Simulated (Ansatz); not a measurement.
# HfMoSe4: what a guessed cell relaxes into

Where does this trial cell of HfMoSe4 go when cell and atoms are let free?

Method: DFT PBE, scalar-relativistic, plane waves, PAW, in Ansatz 0.2.0.

**1. The structure to begin with**

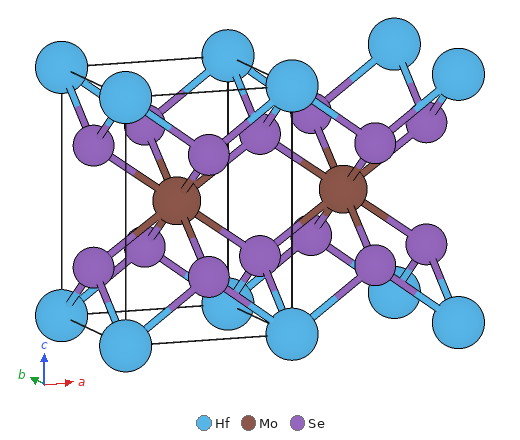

Start, viewed slightly off an axis; hafnium blue, molybdenum brown, selenium purple. 2×1×1 cells are drawn. Atoms on the faces are drawn again on the opposite ones.

As a file:

```xyz
6
Lattice="4.5343 0.0000 0.0000 0.0000 4.5343 0.0000 0.0000 0.0000 6.4202" Properties=species:S:1:pos:R:3 pbc="T T T"
Hf    0.0000    0.0000    0.0000
Mo    2.2671    2.2671    3.2101
Se    2.2671    0.0000    4.7883
Se    0.0000    2.2671    1.6319
Se    2.2671    0.0000    1.6319
Se    0.0000    2.2671    4.7883
```

A structure generator made this guess: species swapped into a database cell of GdYH4 (P4/mmm, No. 123), with Mo on the Y sites, Hf on the Gd sites and Se on the H sites. Lengths come from tabulated atomic sizes and are only a guess.

**2. Probe: one point on a coarse mesh**

Input file input.yaml:

```yaml
crystal:
  lattice:
    - [4.53428179, 0.0, 0.0]
    - [0.0, 4.53428179, 0.0]
    - [0.0, 0.0, 6.42021318]
  atoms:
    - { symbol: Hf, position: [0.0, 0.0, 0.0] }
    - { symbol: Mo, position: [0.5, 0.5, 0.5], spin: 1.0 }
    - { symbol: Se, position: [0.5, 0.0, 0.74581248] }
    - { symbol: Se, position: [0.0, 0.5, 0.25418752] }
    - { symbol: Se, position: [0.5, 0.0, 0.25418752] }
    - { symbol: Se, position: [0.0, 0.5, 0.74581248] }
basis:
  ecutwfc: 420
kpoints:
  mp_grid: { grid: [4, 4, 4] }
hamiltonian:
  xc: pbe
scf:
  occupations: { method: gaussian, width: 0.1 }
  lower_state_search: "off"
output:
  forces: true
  stress: true
  eigenvalues: true
  populations: true
magnetization:
  spin_polarized: true
```

On the command line:

```console
> ansatz run input.yaml --threads 1 --pin off --max-ram 2560MiB --backend cpu --events-out ev --progress --plain --runs-dir out
```

Log, cut to the lines that bear on the results:

```text
[...]
SCF converged after 21 iterations
an eigenvalue changed by more than its tolerance at an iteration that met the thresholds in force, so the SCF went on 2 times, its first undamped step at iteration 19: the last check found none over its tolerance
Magnetization: 1.8516 μB (52.9258 up, 51.0742 down)
Absolute magnetization: 2.1819 μB (∫|ρ↑−ρ↓|, with the PAW one-centre terms)
Spin contamination: 0.0598 ħ² per cell (⟨S²⟩ above its minimum at these occupations)
Per-site moments (μB) at R_I (Å): [(0.06466515453054758, 1.1522823826341204), (1.4574687491356364, 1.1394668517133644), (-0.026681045623413648, 1.1394668517133644), (-0.026681045623413144, 1.1394668517133646), (-0.026681045623413672, 1.1394668517133646), (-0.02668104562341312, 1.1394668517133644)]
Free energy (F): -42556.551275 eV
[...]
E sigma→0 (E₀):  -42556.544655 eV
Entropy (-TS):   -0.013239 eV (-2.206 meV/atom)
Fermi energy:    12.794191 eV
[...]
--- Forces (eV/Å), atoms counted from 1 ---
  atom   1  Hf    -0.00000000     0.00000000     0.00000000
  atom   2  Mo     0.00000000    -0.00000000     0.00000000
  atom   3  Se    -0.00000000     0.00000000    -0.31240995
  atom   4  Se     0.00000000     0.00000000     0.31240995
  atom   5  Se     0.00000000     0.00000000     0.31240995
  atom   6  Se     0.00000000     0.00000000    -0.31240995
[...]
--- Stress (GPa, compression-positive) ---
        0.156959       0.000000       0.000000
        0.000000       0.156959       0.000000
        0.000000       0.000000       0.505145
  P = ⅓ Tr σ = 0.2730 GPa (2.730 kbar)
--- Band table (eV; the first three rows and the last of 36) ---
[...]
--- Löwdin populations: 6 sites ---
  site symbol       q [e]    m [muB]
     0     Hf     25.2691     0.1069
     1     Mo     13.5811     1.8695
     2     Se     16.2161    -0.0398
     3     Se     16.2161    -0.0398
     4     Se     16.2161    -0.0398
     5     Se     16.2161    -0.0398
  spilling = 0.002744 (of n_electrons = 104.000000)
```

It took 59 s on 1 thread of Arm Neoverse V1, shared host; peak memory 0.56 GiB.

Per atom:

| atom | moment in the atom's sphere (μB) | Löwdin electrons |
| --- | --- | --- |
| Hf1 | 0.06 | 25.27 |
| Mo2 | 1.46 | 13.58 |
| Se3 | -0.03 | 16.22 |
| Se4 | -0.03 | 16.22 |
| Se5 | -0.03 | 16.22 |
| Se6 | -0.03 | 16.22 |

The Löwdin counts miss 0.29 of the 104 electrons, which the atomic orbitals do not span, so they are no charges.

The probe gives pressure 0.3 GPa, largest force 0.31 eV/Å, gap on this mesh none (metal). The relaxation goes to the converged mesh at once.

**3. Relaxation on the finer mesh**

input.yaml, as its differences from that of step 2:

```diff
@@ -7,3 +7,3 @@
     - { symbol: Hf, position: [0.0, 0.0, 0.0] }
-    - { symbol: Mo, position: [0.5, 0.5, 0.5], spin: 1.0 }
+    - { symbol: Mo, position: [0.5, 0.5, 0.5], spin: 1.6 }
     - { symbol: Se, position: [0.5, 0.0, 0.74581248] }
@@ -15,3 +15,3 @@
 kpoints:
-  mp_grid: { grid: [4, 4, 4] }
+  mp_grid: { grid: [8, 8, 6] }
 hamiltonian:
@@ -20,3 +20,2 @@
   occupations: { method: gaussian, width: 0.1 }
-  lower_state_search: "off"
 output:
@@ -28 +27,6 @@
   spin_polarized: true
+relax:
+  adjacent_minimum: "off"
+  f_tol: 0.01
+  max_steps: 80
+  cell: { stress_tol: 0.05 }
```

On the command line:

```console
> ansatz run input.yaml --threads 1 --pin off --max-ram 2560MiB --backend cpu --events-out ev --progress --plain --runs-dir out
```

Log:

```text
Warning: RAYON_NUM_THREADS=1 ignored (pool sized by the plan → 1); use --threads N
Engine: ansatz 0.2.0, aarch64-unknown-linux-gnu
Pseudopotentials: kind: paw
Pseudopotential: Hf, paw, valence charge 26, recommended cutoff 420 eV (normal), Hf.paw.azcp
Pseudopotential: Mo, paw, valence charge 14, recommended cutoff 420 eV (normal), Mo.paw.azcp
Pseudopotential: Se, paw, valence charge 16, recommended cutoff 420 eV (normal), Se.paw.azcp
Functional definition: PBE
  parameter kappa = 0.804
  parameter beta = 0.06672455060314922
  exchange = pbe_x(kappa = kappa, mu = beta*pi^2/3)
  correlation = pbe_c(beta = beta)
Crystal: 6 atoms, lattice volume = 131.998 Å³
Basis set: ecut = 420 eV, 2557 PW (Γ), exchange–correlation on 64×64×90 points (8 copies of the dense FFT grid, shifted against one another)
Bands: 64, of which v1, the nominal top of the filled ones, is band 52 counted from 1 (51 counted from 0)
Symmetry: 16 space group operations
Space group: P4/mmm (ITA 123), of the structure as read, at distance tolerance 5.1e-5 Å
Magnetic group: BNS 123.339 (UNI 999), of the structure as read, at distance tolerance 5.1e-5 Å
k-points: 60 of 384
Non-local potential: Hf, projectors of the file, l = 0: 3, l = 1: 2, l = 2: 2, l = 3: 3
Non-local potential: Mo, projectors of the file, l = 0: 3, l = 1: 2, l = 2: 2, l = 3: 1
Non-local potential: Se, projectors of the file, l = 0: 2, l = 1: 2, l = 2: 3, l = 3: 1
PAW form: soft (Blöchl's): semilocal exchange-correlation on the pseudo side does not see the compensation charge
PAW one-centre angular grid: Hf, 590 points (default); XC on 64 Gauss nodes
PAW one-centre angular grid: Mo, 590 points (default); XC on 64 Gauss nodes
PAW one-centre angular grid: Se, 590 points (default); XC on 64 Gauss nodes
Initial density: superposition of atomic densities (chi_scale 0.1, normalization cell, long waves kept (reshape's long-wave potential 0.11 eV rms))
Starting moments: Σ|m| = 1.6 μB on 1 of 6 sites
Initial wavefunctions: pseudopotential atomic-orbital guess
Functional: x = pbe(κ = 0.804, μ = 0.2195149727645171), c = pbe(β = 0.06672455060314922)
SCF iter   1: F=—  HF=-42565.702811 eV  |F-HF|=—  |Δ(HF+E_count)|=         —  Δρ=8.43e-2 (↑8.43e-2 ↓7.28e-2)  dr2=1.31e2  dr2_m=1.08e-1  M=0.932 μB ∫|m|=1.255 μB  β_m=0.30  ethr=3.10e-3  ⟨swp⟩=5.8  Hψ=25496  notcnv=0  defer=33
Mixer restart at iter 1: flushing history
preconditioner: auto → Kerker (q_TF=auto, 2.622 Å⁻¹)  [metal: Δε(μ)=0.003 eV  Ē_g=12.114 eV  σ=0.100 eV  W_gap=0.01  n_scr=36 (ndim 8)  ℏωp=22.4 eV  f_vac=0.046  D(μ)=7.04/eV (n_scr^D=66)]
spin=Collinear: Kerker preconditioning applied to the charge; magnetization (m = ρ↑ − ρ↓) channel mixes plain (no charge-response kernel on spin).
SCF iter   2: F=—  HF=-42558.957709 eV  |F-HF|=—  |Δ(HF+E_count)|=    6.75e0  Δρ=3.42e-2 (↑3.42e-2 ↓3.25e-2)  dr2=2.36e1  dr2_m=5.75e-2  M=1.627 μB ∫|m|=1.794 μB  β_m=0.37  ethr=3.10e-3  ⟨swp⟩=3.0  Hψ=14284  notcnv=0  defer=439
SCF iter   3: F=—  HF=-42556.630801 eV  |F-HF|=—  |Δ(HF+E_count)|=    2.33e0  Δρ=1.90e-2 (↑1.88e-2 ↓1.90e-2)  dr2=4.57e0  dr2_m=9.36e-2  M=1.940 μB ∫|m|=2.027 μB  β_m=0.43  ethr=3.10e-3  ⟨swp⟩=2.7  Hψ=13553  notcnv=0  defer=450
SCF iter   4: F=—  HF=-42556.065326 eV  |F-HF|=—  |Δ(HF+E_count)|=   5.65e-1  Δρ=1.08e-2 (↑1.08e-2 ↓7.05e-3)  dr2=5.09e-1  dr2_m=2.60e-2  M=1.896 μB ∫|m|=2.051 μB  β_m=0.57  ethr=3.10e-3  ⟨swp⟩=2.3  Hψ=9773  notcnv=0  defer=480
SCF iter   5: F=—  HF=-42556.419141 eV  |F-HF|=—  |Δ(HF+E_count)|=   3.54e-1  Δρ=5.50e-3 (↑5.50e-3 ↓3.55e-3)  dr2=1.92e-1  dr2_m=2.30e-3  M=1.873 μB ∫|m|=2.093 μB  β_m=0.76  ethr=4.89e-4  ⟨swp⟩=2.1  Hψ=15611  notcnv=0  defer=522
SCF iter   6: F=—  HF=-42556.478094 eV  |F-HF|=—  |Δ(HF+E_count)|=         —  Δρ=3.19e-3 (↑2.76e-3 ↓3.19e-3)  dr2=2.54e-2  dr2_m=7.51e-3  M=2.006 μB ∫|m|=2.298 μB  β_m=0.76  ethr=1.84e-4  ⟨swp⟩=2.0  Hψ=14677  notcnv=0  defer=518
Mixer restart at iter 6: flushing history
SCF iter   7: F=—  HF=-42556.480017 eV  |F-HF|=—  |Δ(HF+E_count)|=   1.92e-3  Δρ=2.06e-3 (↑1.49e-3 ↓2.06e-3)  dr2=1.70e-2  dr2_m=2.58e-3  M=2.057 μB ∫|m|=2.380 μB  β_m=0.88  ethr=2.45e-5  ⟨swp⟩=1.9  Hψ=10804  notcnv=0  defer=512
SCF iter   8: F=—  HF=-42556.482979 eV  |F-HF|=—  |Δ(HF+E_count)|=   2.96e-3  Δρ=7.25e-4 (↑6.44e-4 ↓7.25e-4)  dr2=5.30e-3  dr2_m=1.55e-4  M=2.094 μB ∫|m|=2.453 μB  β_m=0.84  ethr=1.64e-5  ⟨swp⟩=2.0  Hψ=10804  notcnv=0  defer=512
SCF iter   9: F=—  HF=-42556.482835 eV  |F-HF|=—  |Δ(HF+E_count)|=   1.45e-4  Δρ=4.56e-4 (↑4.25e-4 ↓4.56e-4)  dr2=2.19e-3  dr2_m=2.18e-5  M=2.111 μB ∫|m|=2.487 μB  β_m=0.73  ethr=5.10e-6  ⟨swp⟩=2.3  Hψ=13997  notcnv=0  defer=516
SCF iter  10: F=—  HF=-42556.482940 eV  |F-HF|=—  |Δ(HF+E_count)|=   1.06e-4  Δρ=2.90e-4 (↑1.82e-4 ↓2.90e-4)  dr2=5.95e-4  dr2_m=1.97e-5  M=2.106 μB ∫|m|=2.483 μB  β_m=0.82  ethr=2.10e-6  ⟨swp⟩=2.0  Hψ=13806  notcnv=0  defer=519
SCF iter  11: F=—  HF=-42556.483192 eV  |F-HF|=—  |Δ(HF+E_count)|=   2.51e-4  Δρ=1.92e-4 (↑1.16e-4 ↓1.92e-4)  dr2=2.75e-4  dr2_m=8.85e-6  M=2.104 μB ∫|m|=2.481 μB  β_m=0.91  ethr=5.72e-7  ⟨swp⟩=2.0  Hψ=13682  notcnv=0  defer=520
SCF iter  12: F=—  HF=-42556.483336 eV  |F-HF|=—  |Δ(HF+E_count)|=   1.44e-4  Δρ=9.67e-5 (↑9.67e-5 ↓5.95e-5)  dr2=7.06e-5  dr2_m=7.92e-7  M=2.104 μB ∫|m|=2.479 μB  β_m=0.96  ethr=2.64e-7  ⟨swp⟩=2.0  Hψ=10624  notcnv=0  defer=521
SCF iter  13: F=—  HF=-42556.483370 eV  |F-HF|=—  |Δ(HF+E_count)|=   3.46e-5  Δρ=3.27e-5 (↑2.78e-5 ↓3.27e-5)  dr2=7.81e-6  dr2_m=3.47e-7  M=2.103 μB ∫|m|=2.478 μB  β_m=0.98  ethr=6.79e-8  ⟨swp⟩=2.0  Hψ=11297  notcnv=0  defer=523
SCF iter  14: F=—  HF=-42556.483378 eV  |F-HF|=—  |Δ(HF+E_count)|=   7.43e-6  Δρ=1.33e-5 (↑9.97e-6 ↓1.33e-5)  dr2=1.80e-6  dr2_m=3.16e-8  M=2.102 μB ∫|m|=2.476 μB  β_m=0.99  ethr=7.51e-9  ⟨swp⟩=2.0  Hψ=10913  notcnv=0  defer=524
SCF iter  15: F=—  HF=-42556.483379 eV  |F-HF|=—  |Δ(HF+E_count)|=   8.57e-7  Δρ=5.50e-6 (↑5.50e-6 ↓4.14e-6)  dr2=2.93e-7  dr2_m=1.98e-9  M=2.102 μB ∫|m|=2.475 μB  β_m=0.99  ethr=1.73e-9  ⟨swp⟩=2.0  Hψ=10553  notcnv=0  defer=524
SCF iter  16: F=—  HF=-42556.483379 eV  |F-HF|=—  |Δ(HF+E_count)|=   1.91e-7  Δρ=2.77e-6 (↑1.42e-6 ↓2.77e-6)  dr2=6.24e-8  dr2_m=1.33e-9  M=2.102 μB ∫|m|=2.475 μB  β_m=1.00  ethr=2.82e-10  ⟨swp⟩=2.0  Hψ=10867  notcnv=0  defer=524
SCF iter  17: F=-42556.483379 eV  HF=-42556.483379 eV  |F-HF|=2.88e-9  |Δ(HF+E_count)|=   2.87e-8  Δρ=7.94e-7 (↑6.69e-7 ↓7.94e-7)  dr2=1.01e-8  dr2_m=2.86e-11  M=2.102 μB ∫|m|=2.476 μB  ethr=6.00e-11  ⟨swp⟩=9.2  Hψ=31269  notcnv=0
SCF 1 converged in 17 iterations: F = -42556.483379 eV  dr2 = 1.01e-8
relax step   1: F+E_penalty+E_count = -42556.48337885 eV  Δ(F+E_penalty+E_count) = +0.000e0 eV  max|allowed force component| = 2.446e-1 eV/Å  Δτ_max = 0.0000 Å  P = +1.031 GPa  Ω = 131.998 Å³  (17 SCF iters, dr2 threshold 1.00e-7 eV, accepted)
[... 20 lines left out ...]
relax step   2: F+E_penalty+E_count = -42556.41015351 eV  Δ(F+E_penalty+E_count) = +7.323e-2 eV  max|allowed force component| = 6.279e-1 eV/Å  Δτ_max = 0.0764 Å  P = -1.829 GPa  Ω = 135.846 Å³  energy of the carried Pulay correction = -5.124e-4 eV  (11 SCF iters, dr2 threshold 6.00e-7 eV, rejected (line search))
[... 24 lines left out ...]
relax step   3: F+E_penalty+E_count = -42556.49741458 eV  Δ(F+E_penalty+E_count) = -1.404e-2 eV  max|allowed force component| = 8.493e-3 eV/Å  Δτ_max = 0.0214 Å  P = -0.057 GPa  Ω = 133.363 Å³  energy of the carried Pulay correction = -1.835e-4 eV  (18 SCF iters, accepted)
[... 14 lines left out ...]
relax step   4: F+E_penalty+E_count = -42556.49745970 eV  Δ(F+E_penalty+E_count) = -4.512e-5 eV  max|allowed force component| = 3.082e-4 eV/Å  Δτ_max = 0.0008 Å  P = -0.004 GPa  Ω = 133.292 Å³  energy of the carried Pulay correction = -1.740e-4 eV  (9 SCF iters, dr2 threshold 3.05e-8 eV, accepted)
[... 22 lines left out ...]
relax step   5: F+E_penalty+E_count = -42556.49763140 eV  Δ(F+E_penalty+E_count) = -1.717e-4 eV  max|allowed force component| = 3.075e-4 eV/Å  Δτ_max = 0.0000 Å  P = -0.005 GPa  Ω = 133.292 Å³  stress off target by 2.91e-2 GPa  SCF on the basis re-selected at this cell (its energy is not comparable with the rows above)  (18 SCF iters)
basis re-selected at this cell: Δ(F+E_penalty+E_count) = -1.717e-4 eV, ΔP = -0.001 GPa vs the last step (what re-selecting the basis moved, of the pressure what is left beyond the Pulay correction that the steps carried, after the strain that the cell walked since its last selection, with what the two solves' SCF thresholds leave and, on support functions, any second-order correction that the steps lacked; it is no measure of the basis error at this ecutwfc). This SCF's stress stands 2.91e-2 GPa from its target on what of the cell is left free (relax.cell.stress_tol is 5.00e-2 GPa) and its largest allowed force component is 3.07e-4 eV/Å (relax.f_tol is 1.00e-2 eV/Å): within both
SCF converged after 18 iterations
Magnetization: 2.0722 μB (53.0361 up, 50.9639 down)
Absolute magnetization: 2.4378 μB (∫|ρ↑−ρ↓|, with the PAW one-centre terms)
Spin contamination: 0.0608 ħ² per cell (⟨S²⟩ above its minimum at these occupations)
Per-site moments (μB) at R_I (Å): [(0.07663512498022933, 1.1609886606107407), (1.6224084125520968, 1.1383787083412171), (-0.03010719611392389, 1.1383787083412171), (-0.03010719611392374, 1.1383787083412171), (-0.03010719611392383, 1.1383787083412171), (-0.03010719611392374, 1.1383787083412171)]
Free energy (F): -42556.497631 eV
Harris-Foulkes:  -42556.497631 eV  (|F-HF|=1.46e-11)
Internal energy: -42556.484076 eV  (E = F + TS)
E sigma→0 (E₀):  -42556.490853 eV
Entropy (-TS):   -0.013556 eV (-2.259 meV/atom)
Fermi energy:    12.590890 eV
--- Per-component energies (eV) ---
  E_band       = -1640.834228
  E_kinetic    = 1334.789606
  E_local      = -16441.289851  (includes V_loc(G=0)·N_el)
  E_nonlocal   = -3482.426129
  E_hartree    = 7838.147507
  E_xc         = -899.413053
  E_vxc        = -886.732113  (∫ρ·V_xc dr)
  E_paw        = -17772.729851  (= ΣΔE_a)
  E_vpaw       = 2158.531533  (= ΣTr[D̂ρ^β])
  E_aug_tail   = -0.002328  (compensation charges beyond the density's cutoff)
  E_ewald      = -13133.559977
  E_smearing   = -0.013556  (= −TS)
  E_closure    = -0.000000  (closes the sum)
  Σ components = -42556.497631   (vs F -42556.497631, Δ=0.00e0)
--- Forces (eV/Å), atoms counted from 1 ---
  atom   1  Hf     0.00000000    -0.00000000     0.00000000
  atom   2  Mo    -0.00000000    -0.00000000    -0.00000000
  atom   3  Se     0.00000000     0.00000000    -0.00030747
  atom   4  Se     0.00000000     0.00000000     0.00030747
  atom   5  Se    -0.00000000     0.00000000     0.00030747
  atom   6  Se    -0.00000000     0.00000000    -0.00030747
  max |Σ_I F_I| component: 6.94e-18 eV/Å
--- Stress (GPa, compression-positive) ---
       -0.022587       0.000000      -0.000000
        0.000000      -0.022587      -0.000000
       -0.000000      -0.000000       0.029133
  P = ⅓ Tr σ = -0.0053 GPa (-0.053 kbar)
--- Band table (eV; the first three rows and the last of 120) ---
  k-point 0 ↑: bands = ["-50.7593", "-49.5332", "-35.3432", "-35.3408", "-35.3408", "-35.3405", "-35.3405", "-35.3390", "-35.3390", "-35.3374", "-35.3228", "-35.3226", "-35.3144", "-35.3143", "-35.3087", "-35.3087", "-35.3071", "-35.3071", "-35.3056", "-35.3029", "-35.3028", "-35.2998", "-23.6603", "-23.6544", "-23.6544", "-19.3799", "-19.3799", "-19.3744", "-2.3372", "-0.9691", "-0.7212", "-0.7212", "-0.7205", "-0.6990", "-0.6971", "-0.6971", "-0.6545", "-0.2698", "1.0608", "5.7317", "7.2387", "7.2427", "7.2427", "7.8267", "7.8267", "10.3589", "10.3589", "10.7930", "10.8374", "11.9119", "11.9119", "11.9439", "12.4568", "13.3308", "13.3857", "13.3874", "15.0723", "15.0723", "16.1183", "16.7746", "16.7792", "16.7792", "16.8110", "17.0882"]
[... 3 lines left out ...]
--- Relaxed structure (4 steps of the walk, 3 accepted, 1 SCFs on fresh bases) ---
  F+E_penalty+E_count = -42556.49763140 eV   max|allowed force component| = 3.075e-4 eV/Å   (the final SCF, on the basis selected at the relaxed cell)
  cell:  # Å, volume = 133.2923 Å³
    - [4.552078163641158, -3.4302320510220167e-34, 0.0]
    - [0.0, 4.552078163641158, 0.0]
    - [0.0, 0.0, 6.432584830972719]
  atoms:
    - { symbol: Hf, position: [6.194250744977891e-36, -1.5540932672667745e-35, -9.288027954034812e-20] }
    - { symbol: Mo, position: [0.49999999999999994, 0.49999999999999994, 0.5] }
    - { symbol: Se, position: [0.49999999999999994, 1.2665030541070865e-35, 0.7426160446975995] }
    - { symbol: Se, position: [-9.999290488321454e-35, 0.49999999999999994, 0.25738395530240055] }
    - { symbol: Se, position: [0.49999999999999994, 1.2001360818394666e-35, 0.25738395530240055] }
    - { symbol: Se, position: [-5.751804263193757e-35, 0.49999999999999994, 0.7426160446975995] }
--- Löwdin populations: 6 sites ---
  site symbol       q [e]    m [muB]
     0     Hf     25.2398     0.1284
     1     Mo     13.5347     2.0817
     2     Se     16.2350    -0.0448
     3     Se     16.2350    -0.0448
     4     Se     16.2350    -0.0448
     5     Se     16.2350    -0.0448
  spilling = 0.002744 (of n_electrons = 104.000000)
```

It took 10 min on 1 thread of Arm Neoverse V1, shared host; peak memory 0.95 GiB.

Step by step:

```
step  E - E(step 1) (eV/cell)  largest force component (eV/Å)  pressure (GPa)  volume (Å³)
   1                   0.0000                          0.2446            1.03       132.00
   2                   0.0732                          0.6279           -1.83       135.85
   3                  -0.0140                          0.0085           -0.06       133.36
   4                  -0.0141                          0.0003            0.00       133.29
   5                  -0.0143                          0.0003           -0.01       133.29
```

Step 1 is the start. Step 5 repeats the geometry before it on a plane-wave basis chosen anew for that cell, so its energy need not be comparable with the rows above. Step 2 was tried and not accepted.

|  | before | after | change |
| --- | --- | --- | --- |
| a (Å) | 4.534 | 4.552 | +0.4 % |
| b (Å) | 4.534 | 4.552 | +0.4 % |
| c (Å) | 6.420 | 6.433 | +0.2 % |
| volume (Å³/atom) | 22.00 | 22.22 | +1.0 % |
| shortest distance (Å) | 2.762 | 2.760 | -0.1 % |
| space group (0.01 Å) | P4/mmm | P4/mmm | same |

The run keeps the 16 symmetry operations of the start, so it could not have lowered the symmetry.

Site by site:

| atom | moment in the atom's sphere (μB) | Löwdin electrons |
| --- | --- | --- |
| Hf1 | 0.08 | 25.24 |
| Mo2 | 1.62 | 13.53 |
| Se3 | -0.03 | 16.23 |
| Se4 | -0.03 | 16.23 |
| Se5 | -0.03 | 16.23 |
| Se6 | -0.03 | 16.23 |

The Löwdin counts miss 0.29 of the 104 electrons, which the atomic orbitals do not span, so they are no charges.

**4. What came out**

```
                              quantity                                                                      value
symmetry at the end (tolerance 0.05 Å)                                               space group P4/mmm (No. 123)
                     conventional cell  a = 4.552 Å, b = 4.552 Å, c = 6.433 Å, α = 90.00°, β = 90.00°, γ = 90.00°
                                volume                                                              22.22 Å³/atom
              energy over the elements                                                              -0.46 eV/atom
                       gap on the mesh                                                               none (metal)
                          total moment                                                               2.07 μB/cell
```

In words: The space group P4/mmm (No. 123) is kept, and the volume per atom grows by 1.0 % from the first guess. It lies below the elements, which doesn't yet make it stable: competing phases were not computed in this session. No finished test with a distortion of lower symmetry is shown, so the end may be a saddle point. Spin-orbit coupling is left out for Hf. Other magnetic orders were not searched.
